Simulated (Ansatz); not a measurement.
Take Ag in the fcc (Cu type) structure (space group Fm-3m, No. 225; a = 4.054 Å; relaxed with 0.1 eV smearing) as the base. Axes: x, y, z lie along the cube axes.

Structures relaxed with plane-wave PAW DFT at the PBEsol level (Ansatz, a program for electronic structure, 420 eV), no spin-orbit coupling.

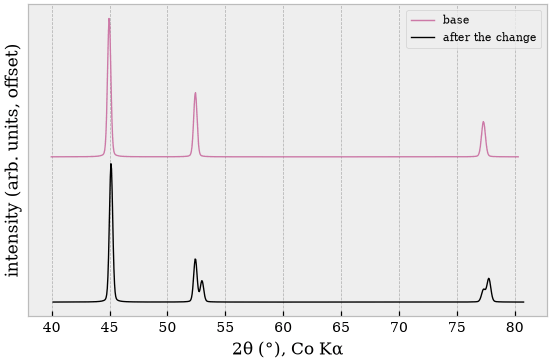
Figure: Simulated powder patterns before (top) and after one change

Question: What was done to the base?
(A) uniaxial strain ε_zz = −1.00 %
(B) uniaxial strain ε_zz = +1.00 %
(C) uniaxial strain ε_zz = +1.50 %
(D) uniaxial strain ε_zz = −2.00 %

Answer: A, uniaxial strain ε_zz = −1.00 %. Its volume per atom is 16.49 Å³ against 16.65 Å³, and its space group is I4/mmm (No. 139).

Stability against distortions was not tested.
